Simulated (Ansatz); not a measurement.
## A small benchmark: atomisation enthalpy at 298 K

8 molecules; the atomisation enthalpy at 298 K in kJ/mol, computed less measured. Shapes, held fixed at every level: PBE0-D4/def2-TZVP. Flexible molecules stand in one conformer, not always the lowest. Thermal terms are harmonic and unscaled (PBE0-D4/def2-TZVP); the spin-orbit lowering of the free atoms is taken from their spectra. Programs: Ansatz 0.2.0. Measured values: Active Thermochemical Tables, CRC Handbook of Chemistry and Physics, NIST-JANAF tables.

Levels: A = B3LYP-D4/def2-TZVPP; B = BHLYP-D4/def2-TZVPP; C = wB97X-V/def2-TZVPP; D = CCSD(T)/def2-SVP.

```tsv
molecule	from tabulated heats	A	B	C	D
SiHBr3 (SMILES Br[SiH](Br)Br)	1205	+72	+52	+107	-36
CH3F (SMILES CF)	1687	-2	-58	-5	-87
HNO3 (peroxynitrous acid)	1451	+6	-234	+16	-188
C2H5F (SMILES CCF)	2876	-1	-81	-1	-128
C2H5NS (thioacetamide)	3262	+12	-112	+10	-208
C3H5N (propanenitrile)	3661	+3	-128	-5	-173
CH6N2 (methylhydrazine)	2875	+24	-92	+17	-206
C4H7N (butyronitrile)	4832	+5	-150	-1	-212
```

Q: Sum up the errors.

A: 
```
              level                    kind  mean error  mean absolute error  worst case
B3LYP-D4/def2-TZVPP           global hybrid       +14.9                 15.6      SiHBr3
BHLYP-D4/def2-TZVPP           global hybrid      -100.4                113.4        HNO3
 wB97X-V/def2-TZVPP  range-separated hybrid       +17.2                 20.2      SiHBr3
   CCSD(T)/def2-SVP   coupled cluster or CI      -154.8                154.8       C4H7N
```

On this set B3LYP-D4/def2-TZVPP has the smallest mean absolute error and CCSD(T)/def2-SVP the largest. B3LYP-D4/def2-TZVPP is too high in 6 of 8; BHLYP-D4/def2-TZVPP is too low in 7 of 8; CCSD(T)/def2-SVP is too low in 8 of 8. The molecules' own spin-orbit binding is left out, so errors for heavy halides read too negative. Heats of the atoms come from ATcT where it has them. The levels differ in basis as well as in method. The tabulated value of SiHBr3 is in doubt (older tables, estimates, or at odds with other calculations) and kept here. Over the 7 molecules whose values aren't doubted the mean absolute errors are A 7.6; B 122.1; C 7.9; D 171.7. Correlated wave functions converge slowly with the basis. T1 is large for HNO3 (0.025), so single-reference values are less sure there. Relativity is left out for Br. Outer-core shells of Br are correlated, in sets that cover them unevenly. The set is small.

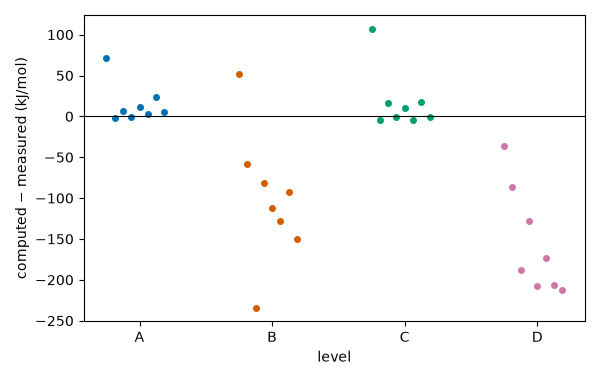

Errors of each level, one point a molecule.
